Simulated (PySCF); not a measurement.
**C8H13PSi: density, localisation and related maps**

Input file:

```
{"job": {"kind": "nmr", "xc": "PBE0", "basis": "pcSseg-1"}, "charge": 0, "multiplicity": 1}
C     -2.127887     1.326091    -0.717188
Si    -1.257532    -0.229426    -0.041220
C     -1.619079    -1.726101    -1.166478
C     -1.855108    -0.597198     1.731975
C      0.632505    -0.002419     0.025423
C      1.242884     1.170160    -0.381297
C      2.609418     1.403200    -0.361615
C      3.525175     0.462250     0.079441
C      3.157317    -0.785472     0.536521
P      1.529872    -1.374550     0.633272
H     -3.202718     1.177221    -0.746259
H     -1.804663     1.560370    -1.726787
H     -1.936729     2.195058    -0.095078
H     -1.270087    -1.555884    -2.180602
H     -2.682243    -1.938822    -1.214082
H     -1.118313    -2.613849    -0.791863
H     -2.924245    -0.781088     1.760980
H     -1.355429    -1.476356     2.127522
H     -1.643708     0.229844     2.403104
H      0.606810     1.968661    -0.742935
H      2.976024     2.360533    -0.705779
H      4.577347     0.719871     0.063794
H      3.935634    -1.465112     0.864745
```

Run with:

```sh
OMP_NUM_THREADS=1 python probes_run.py task.json out
```

Geometry: GFN2-xTB.

Theory: PBE0/pcSseg-1, SCF density, gas phase, non-relativistic (PySCF).

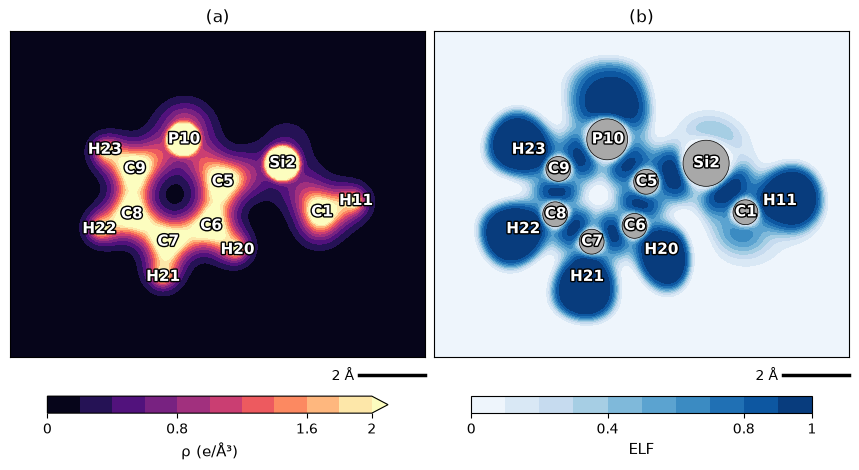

Figure 1. (a) total electron density; (b) ELF on the plane of atoms C8, C9 and P10. Grey discs cover the atomic cores in the ELF map.

**Describe what can be read from this map.**

Atoms in the plane: C, Si, P and H. C–C (1.38 Å): the density is about 2.1 e/Å³ at the midpoint; the ELF peaks at about 0.95 between the atoms; localised, covalent bonding. C–P (1.73 Å): ρ is about 1.3 e/Å³ halfway; the ELF peaks at about 0.95 between the atoms (a covalent bond). C–Si (1.90 Å): ρ at the midpoint is about 0.91 e/Å³; the ELF peaks at about 0.95 between the atoms (localised, covalent bonding). C–H (1.08 Å): ρ is about 2 e/Å³ halfway; the ELF climbs to about 1 towards the hydrogen, as it does in any bond to H (an ordinary covalent bond to hydrogen). The ELF also peaks beside P10, away from the bonds: lone-pair regions.

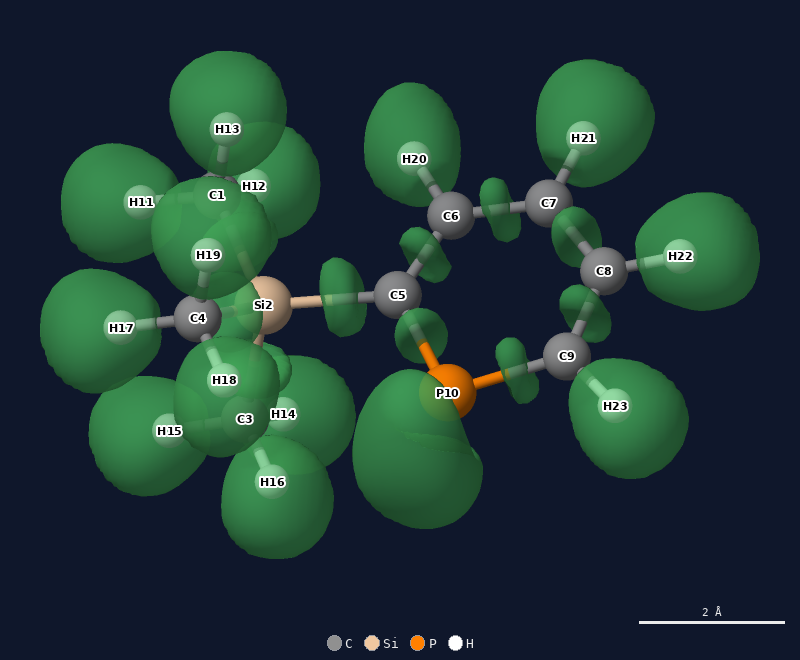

Figure 2. Isosurface of the ELF at 0.85 (green), seen at a tilt. Core shells and regions of very low density are left out.

**Where are the electrons localised?**

The surface consists of four regions between bonded C–C atoms (shared pairs), two regions between bonded C–P atoms (shared pairs), four regions between bonded C–Si atoms (shared pairs), 13 regions around hydrogen nuclei and one lobe on P, pointing away from the bonds (lone pairs).

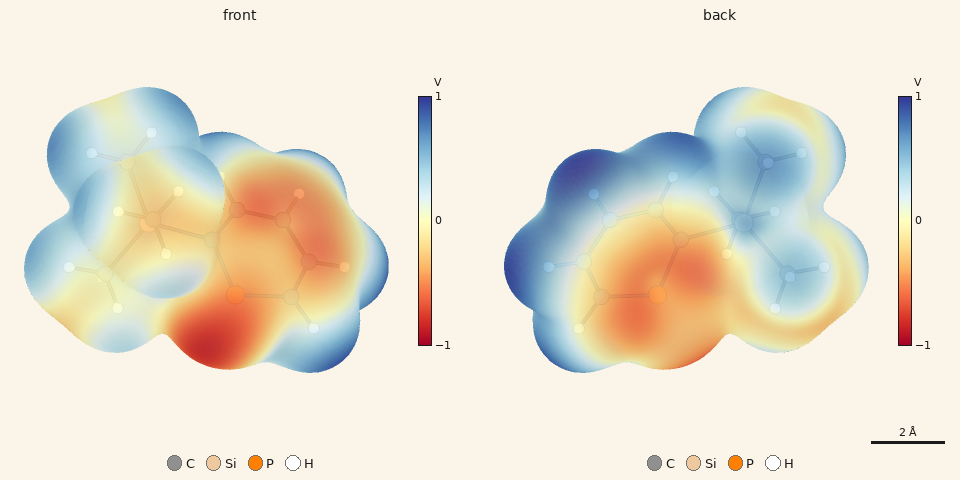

Figure 3. The electrostatic potential painted on the density surface at 0.002 e/bohr³, seen from the front and from behind; red is negative and blue positive.

**Where is the surface potential most negative and most positive?**

The most negative region (about −0.8 V) lies over P10, the most positive (about +1.0 V) over H21 and H22.

**How polar is the molecule by this calculation?**

Its dipole moment is 1.54 D.
